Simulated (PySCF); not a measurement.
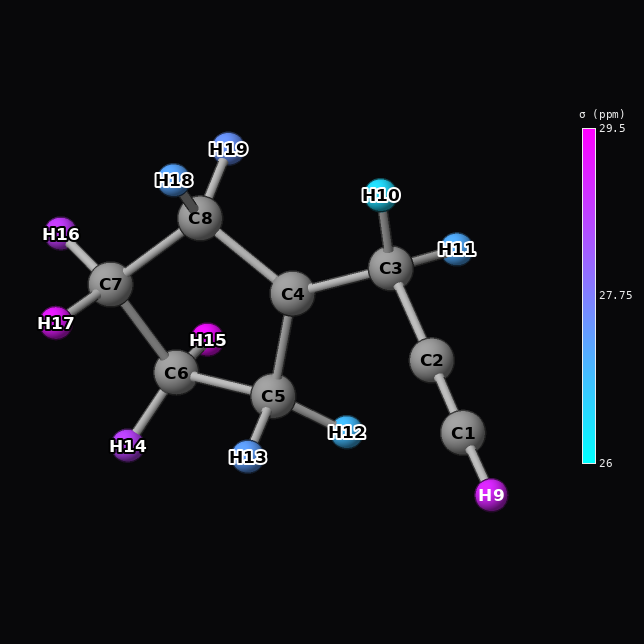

Atoms are coloured by their isotropic NMR shieldings (H only, the others grey). State: charge +1, singlet. Geometry: an image of a reaction path computed with GFN2-xTB, not a minimum. Method: GIAO PBE0/pcSseg-1 NMR shielding, non-relativistic, gas phase (PySCF 2.14.0).

> Which H atom is the most shielded (lowest chemical shift)?

H15 (29.28 ppm).

> Which H atom is the least shielded (highest chemical shift)?

H10 (26.47 ppm).

> How wide is the range of H shifts?

2.81 ppm.

Give the isotropic NMR shieldings of the H atoms atom by atom.

```
atom  σ (ppm)
  H9    28.97
 H10    26.47
 H11    27.13
 H12    26.92
 H13    27.31
 H14    28.58
 H15    29.28
 H16    28.69
 H17    29.13
 H18    27.22
 H19    27.45
```
